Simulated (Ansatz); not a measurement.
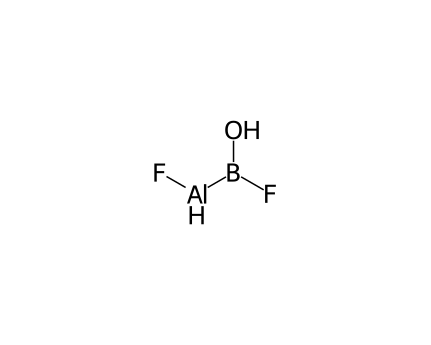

2D structure.

Give its SMILES.

Answer. O[B](F)[AlH][F]

Give the formula, hydrogens included.

Answer. AlBF2H2O.

An optimisation with PBE0-D4/def2-TZVP gave a structure of which point group?

Answer. Cs. Other conformers may differ.

More results for the same structure follow; atom numbers are the same in all pictures, views and colours differ. The computed structure is the end point of a PBE0-D4/def2-TZVP optimisation.

## Geometry

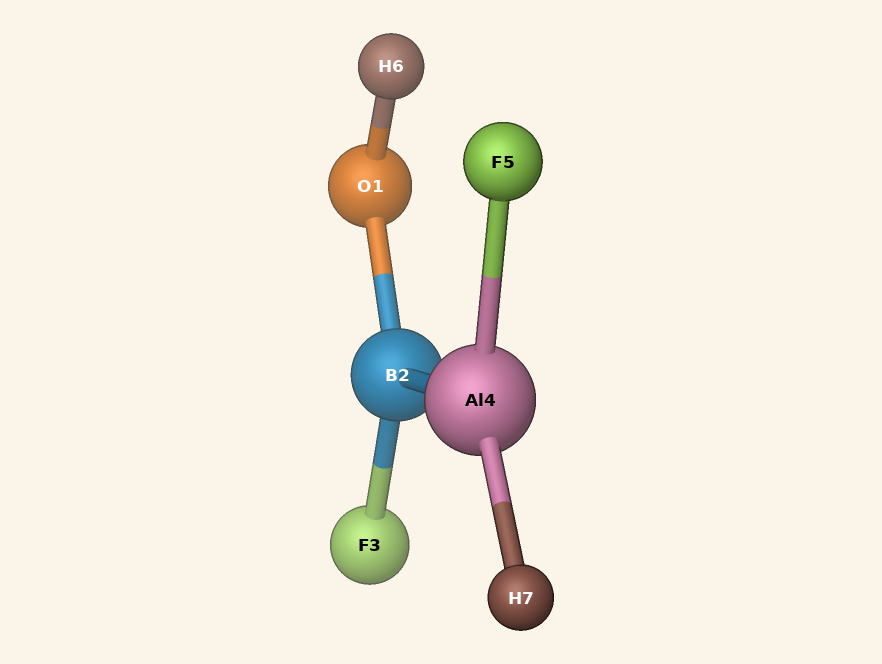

B2 lies behind Al4. The molecule seen a little off the Al4–B2 bond, Al4 in front. Depth is shown by fading: the farther an atom, the more it takes the colour of the background.

What is the torsion angle F5–Al4–B2–F3? The sign is positive where the front bond must turn clockwise to cover the back bond.

Answer. 180°, antiperiplanar (anti).

## Levels of theory compared

Program: Ansatz 0.2.0.

At this fixed geometry, give HOMO energy (eV) at these levels: B97M-V/def2-TZVPP; BLYP-D4/def2-TZVPP; CAM-B3LYP-D4/def2-TZVPP; PBE0-D4/def2-SVP; r2SCAN0-D4/def2-TZVPP; revPBE-D4/def2-TZVPP; ωB97M-V/def2-QZVPP; ωB97M-V/def2-SVP.

```json
{"level": "B97M-V/def2-TZVPP", "HOMO energy (eV)": "−6.96"}
{"level": "BLYP-D4/def2-TZVPP", "HOMO energy (eV)": "−6.56"}
{"level": "CAM-B3LYP-D4/def2-TZVPP", "HOMO energy (eV)": "−9.36"}
{"level": "PBE0-D4/def2-SVP", "HOMO energy (eV)": "−7.82"}
{"level": "r2SCAN0-D4/def2-TZVPP", "HOMO energy (eV)": "−8.13"}
{"level": "revPBE-D4/def2-TZVPP", "HOMO energy (eV)": "−6.58"}
{"level": "ωB97M-V/def2-QZVPP", "HOMO energy (eV)": "−10.13"}
{"level": "ωB97M-V/def2-SVP", "HOMO energy (eV)": "−9.94"}
```

## Vibrations

Harmonic vibrations computed with RKS PBE0-D4/def2-TZVP (Ansatz 0.2.0) at a stationary point of the same level.

List the wavenumbers.

Answer. 15 modes: 63, 78, 259, 344, 361, 526, 577, 621, 648, 816, 987, 1254, 1388, 1952, 3890 cm⁻¹.

## Dipole moment

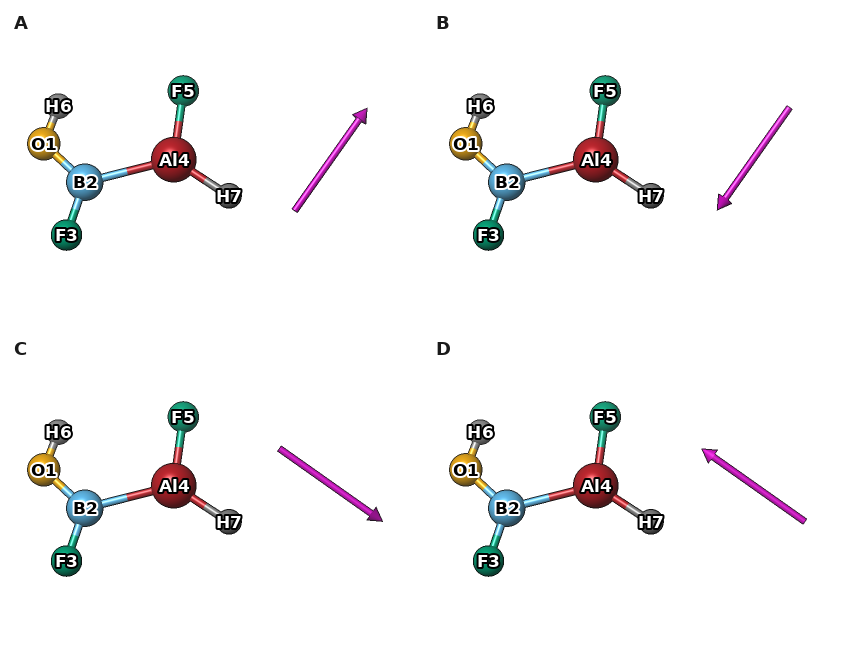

The same molecule four times, each with an arrow. Method: RKS r2SCAN-D4/def2-TZVPP (Ansatz 0.2.0).

Which arrow points along the dipole moment, from the negative to the positive end?

Answer. A. The dipole moment is 0.70 D; it points from the side of F3 to the side of F5 (the outermost atoms at the two ends).
